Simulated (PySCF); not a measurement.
# Br3Pr (PrBr3): the cost of one run

Programs: PySCF 2.14.0, with routines of our own; each step states its level. All values are computed. Atoms count from 0.

## Step 1: The system as given

4 atoms, charge 0, states of the metal's open shell are computed; geometry from: model geometry, bond lengths from ionic radii.

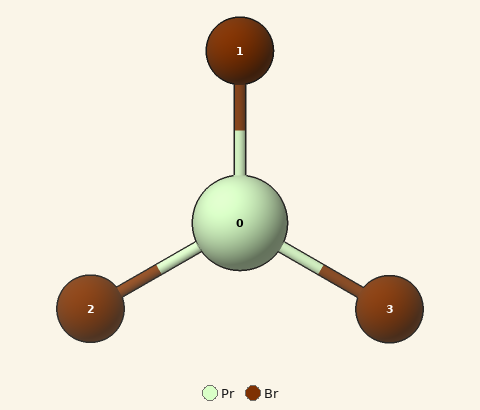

The starting geometry (praseodymium light green, bromine brown); sticks join atoms by distance alone.

## Step 2: Ligand-field states: state-averaged CASSCF

The job: settings as JSON, then the geometry in Å.

```
{"job": {"kind": "lf", "basis": {"metal": "x2c-TZVPall", "ligand": "x2c-SVPall"}, "nevpt": true}, "charge": 0, "metal": "Pr", "open_shell": "f2"}
Pr     0.000000     0.000000     0.000000
Br     2.670000     0.000000     0.000000
Br    -1.335000     2.312288     0.000000
Br    -1.335000    -2.312288     0.000000
```

With the program's defaults for keys left out, this is: state-averaged CASSCF of the metal f shell, SC-NEVPT2 on the averaged canonical orbitals, state-interaction spin-orbit coupling.

Launch:

```bash
$ OMP_NUM_THREADS=1 python lf_run.py task.json out
```

One launch serves the whole session: the jobs run in the order shown.

**Question.** How long does this first job take on 1 thread of Arm Neoverse V2, shared host, and how much memory does it need?

About 46 s, with a peak of 0.61 GiB.
